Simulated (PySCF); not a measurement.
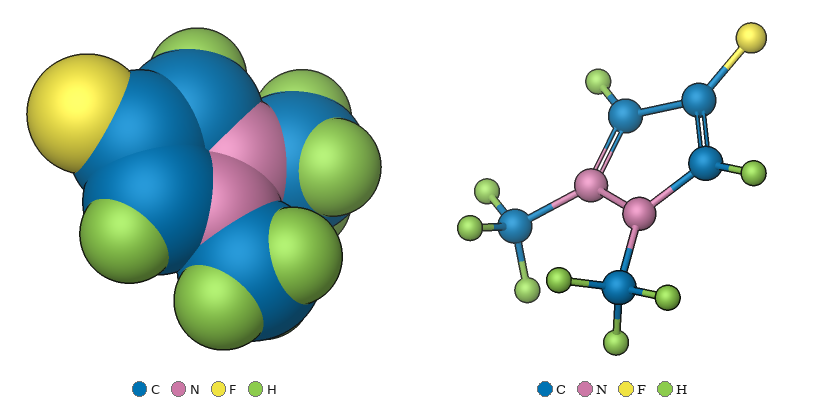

Two views of one molecule.

Charge +1, singlet. The geometry was computed by an optimisation with GFN2-xTB. No frequency run is at hand to confirm it as a minimum.

Describe the molecule.

It has 16 atoms: 5 carbon, 8 hydrogen, 1 fluorine and 2 nitrogen (C5H8FN2(+)). Its SMILES string is `Cn1cc(F)c[n+]1C`. Independent rings (smallest set): 1 of 5 members, 1 of them aromatic. Among its groups: C–F bond. The point group is C2v. Coordination: 2 C tetrahedral; 2 N trigonal planar; 3 C trigonal planar.

The parts below concern this one geometry. Atoms keep their numbers from picture to picture.

**Shape**

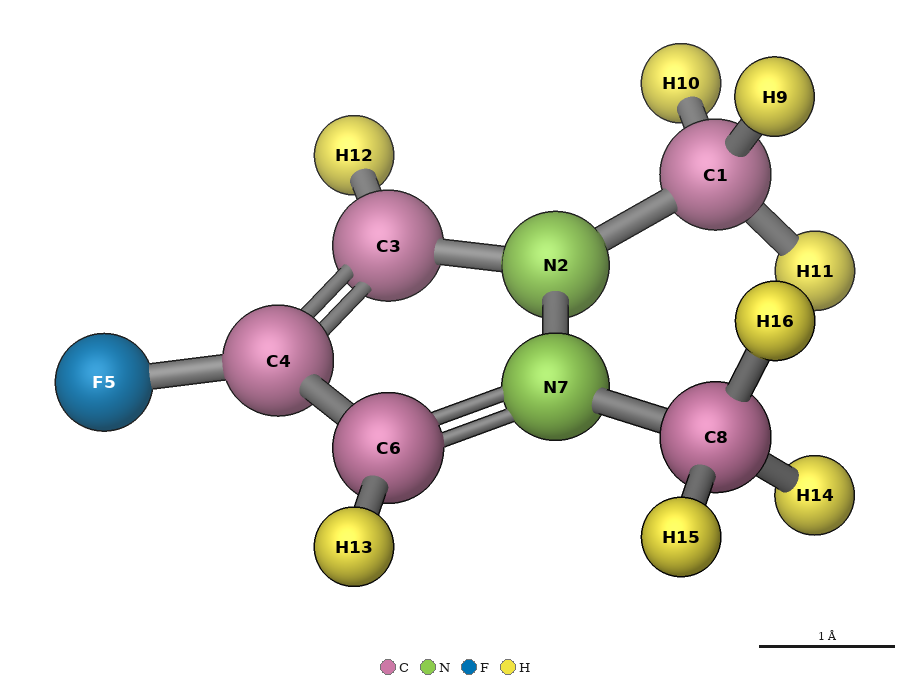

No frequency run is at hand to confirm it as a minimum.

Estimate the angles C3–C4–C6, C3–C4–F5, N2–C3–C4, C4–C3–H12, N2–C3–H12, C3–N2–N7, C1–N2–N7, C1–N2–C3, N2–C1–H10, N2–C1–H9.

```
    angle  degrees
 C3–C4–C6    106.6
 C3–C4–F5    126.7
 N2–C3–C4    107.3
C4–C3–H12    129.4
N2–C3–H12    123.3
 C3–N2–N7    109.4
 C1–N2–N7    122.8
 C1–N2–C3    127.8
N2–C1–H10    109.0
 N2–C1–H9    110.8
```

**NMR shielding**

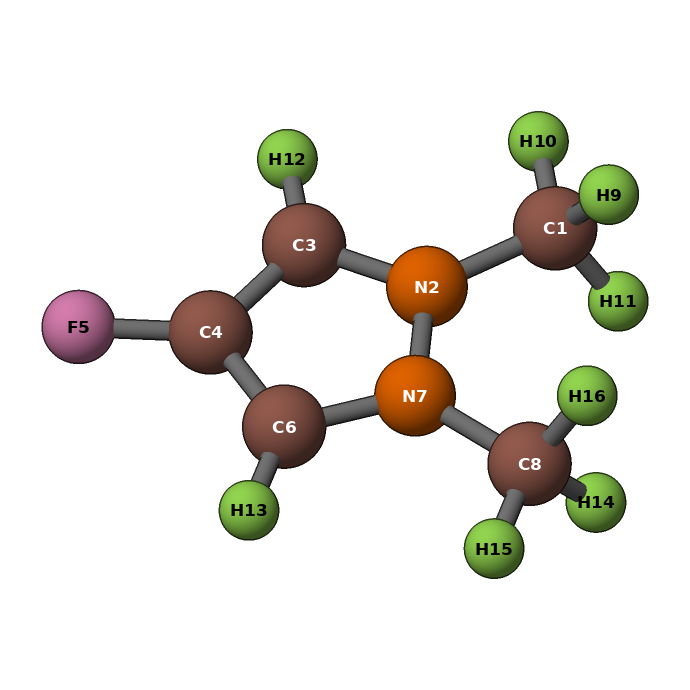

No frequency run is at hand to confirm it as a minimum. Properties computed with GIAO PBE0/pcSseg-1 NMR shielding, non-relativistic, gas phase (PySCF 2.14.0). Principal shieldings σ11 ≤ σ22 ≤ σ33, span Ω = σ33 − σ11, skew κ = 3(σiso − σ22)/Ω.

Give the shielding tensors of the N atoms.

| atom | σ11 | σ22 | σ33 | σiso | Ω | κ |
| --- | --- | --- | --- | --- | --- | --- |
| N2, N7 | −31.9 | 64.7 | 139.6 | 57.5 | 171.5 | −0.13 |

Shieldings and span in ppm.

**Bond orders**

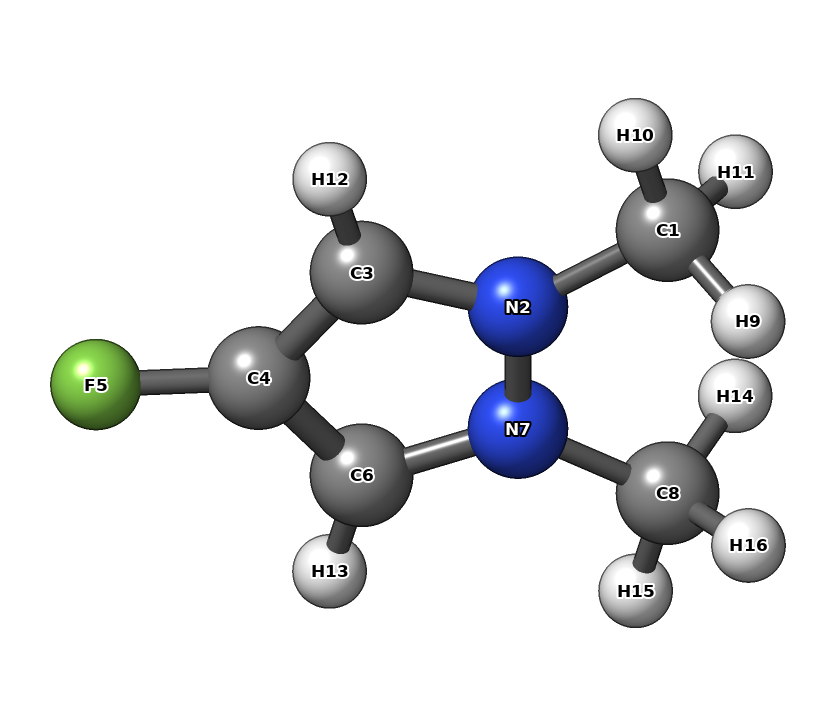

The thickness of each stick grows with its Mayer bond order. No frequency run is at hand to confirm it as a minimum. Level of theory: PBE0/pcSseg-1 (PySCF 2.14.0).

**Which bond has the highest Mayer bond order?**

C3–C4 and C4–C6, 1.38, at a length of 1.390 Å.

List the Mayer bond orders of N2–N7, C4–F5, C3–C4, N2–C3, C3–H12, C1–N2, C1–H10, C1–H9 (one bond of each equivalent set).

```csv
bond,Mayer order,length (Å)
N2–N7,1.13,1.339
C4–F5,1.03,1.311
C3–C4,1.38,1.390
N2–C3,1.20,1.337
C3–H12,0.94,1.073
C1–N2,0.90,1.434
C1–H10,0.93,1.088
C1–H9,0.94,1.091
```

**Excitation**

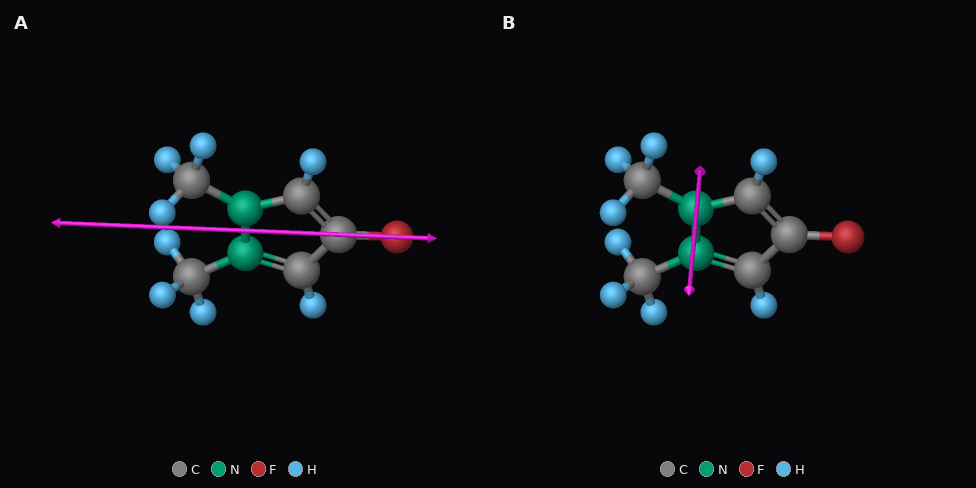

The double arrows show the directions of two transition dipoles from the ground state (lengths mean nothing). No frequency run is at hand to confirm it as a minimum. Method: TDDFT PBE0/def2-SVPD, vertical, gas phase, core orbitals frozen in the response (PySCF 2.14.0).

**One belongs to singlet state 2 and one to singlet state 3. Which is which?**

A: state 2, 7.01 eV (177 nm), oscillator strength 0.21, mainly HOMO−1 → LUMO (weight 0.92).
B: state 3, 7.69 eV (161 nm), oscillator strength 0.038, mainly HOMO → LUMO+1 (weight 0.96).

**Charges**

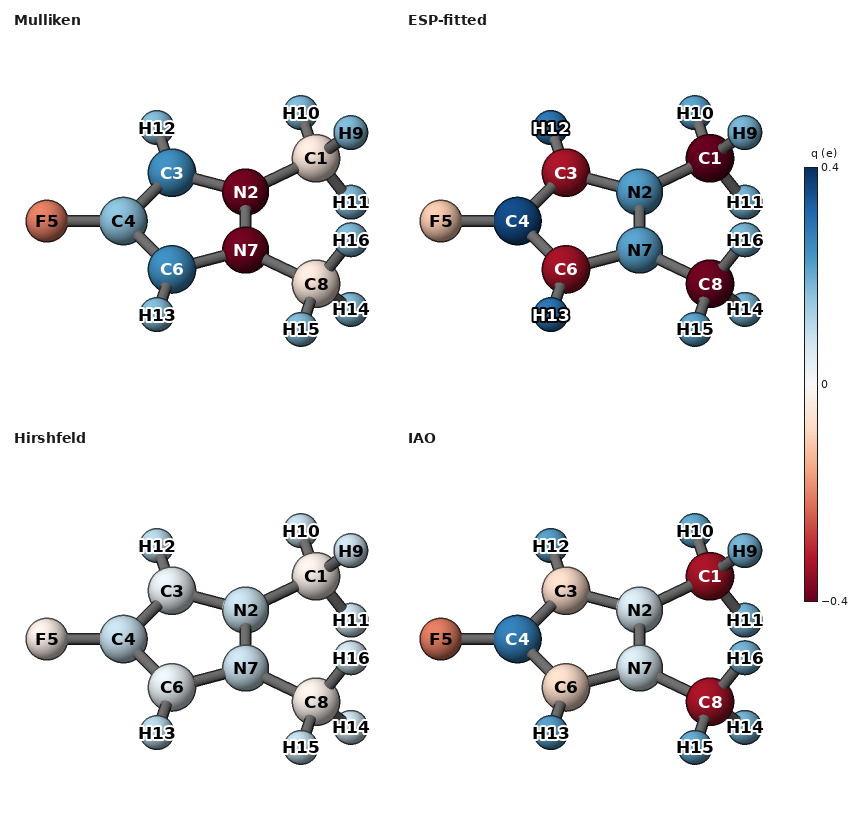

Atomic charges of one calculation by 4 schemes, on one colour scale. No frequency run is at hand to confirm it as a minimum. Computed with PBE0/pcSseg-1 (PySCF 2.14.0).

**Which scheme gives the most polar picture (largest mean size of the charges)?**

The ESP-fitted charges are the largest in size here, and the Hirshfeld charges the smallest.

**On which atom do the schemes disagree most?**

On N2 (from −0.38 to 0.22 e); N7 (from −0.38 to 0.22 e).

List the charges (e), one line for each set of equivalent atoms.

| atom | Mulliken | ESP-fitted | Hirshfeld | IAO |
| --- | --- | --- | --- | --- |
| C1, C8 | −0.04 | −0.40 | −0.02 | −0.33 |
| N2, N7 | −0.38 | 0.22 | 0.09 | 0.06 |
| C3, C6 | 0.25 | −0.33 | 0.03 | −0.07 |
| C4 | 0.17 | 0.35 | 0.09 | 0.27 |
| F5 | −0.20 | −0.10 | −0.03 | −0.21 |
| H9, H11, H14… | 0.18 | 0.19 | 0.08 | 0.19 |
| H10, H15 | 0.18 | 0.21 | 0.10 | 0.20 |
| H12, H13 | 0.17 | 0.29 | 0.11 | 0.22 |

Mulliken values depend strongly on the basis set and can even reverse the polarity of a bond.
